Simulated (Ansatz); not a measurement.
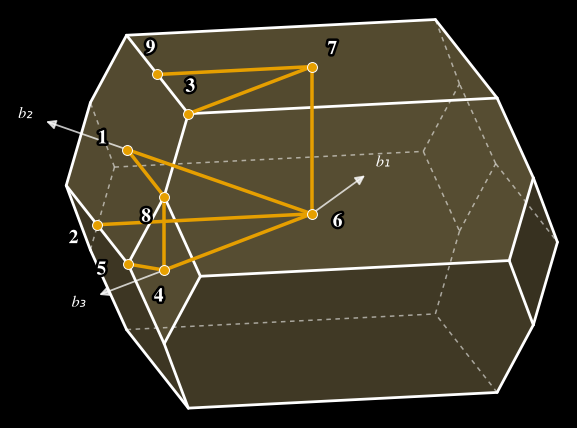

Crystal: CrHg2, the end point of a relaxation at fixed volume with Ansatz 0.2.0, DFT PBEsol, scalar-relativistic, plane waves, PAW; the starting structure was generated, so it need not be a known form of this composition. The first Brillouin zone of a body-centred tetragonal lattice (tI; extended symbol tI2) is drawn with its special points numbered. Geometry calculated from the standardised cell; symmetry tolerance 0.002 Å.

a = 3.575 Å, b = 3.575 Å, c = 8.844 Å, α = 90.00°, β = 90.00°, γ = 90.00°.

Labels and path follow the convention of Hinuma et al. (2017), as computed by seekpath; the arrows show the directions of the reciprocal primitive vectors b₁, b₂, b₃, in which coordinates are given.

Q: Which special point is each number?

A:
```csv
no.,label,coordinates
1,N,"(0, 1/2, 0)"
2,S₀,"(−0.291, 0.291, 0.291)"
3,G,"(1/2, 1/2, −0.082)"
4,X,"(0, 0, 1/2)"
5,R,"(−0.082, 0.082, 1/2)"
6,Γ,"(0, 0, 0)"
7,M,"(1/2, 1/2, −1/2)"
8,P,"(1/4, 1/4, 1/4)"
9,S,"(0.291, 0.709, −0.291)"
```
